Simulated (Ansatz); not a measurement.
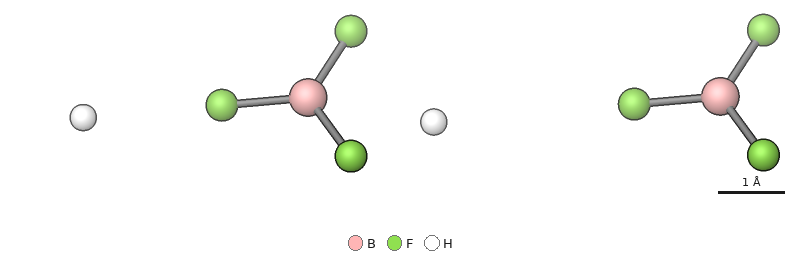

Two geometries of BHF3 (multiplicity 2), drawn at one scale. One is the start of a relaxation, the other its converged end. Style: ball-and-stick. Shown at a tilt.

All numbers below come from UKS PBE/def2-SVP (Ansatz). (collinear spin; force threshold 0.03 eV/Å; at most 50 steps)

> Which of the two is the end point?

The right one is the relaxed one. The run prepares an end point of a later path (reaction) calculation, from a guessed geometry. The H atom moves most after the best rigid fit: 0.76 Å. By element the largest moves are H 0.76 Å, F 0.19 Å, B 0.19 Å. Over 6 accepted moves (7 points after the start) the energy falls by 2.24 kcal/mol. Largest force component: 0.36 eV/Å at the start, 0.027 eV/Å at the end. The line search rejected the trial step at point 4 of the run. The forces were under the threshold at step 5, but the run went on from there. Cost: 33 s on 1 thread of Intel(R) Xeon(R) Processor @ 2.50GHz (Skylake/Cascade Lake), with other jobs on the host, peak memory 0.13 GiB.
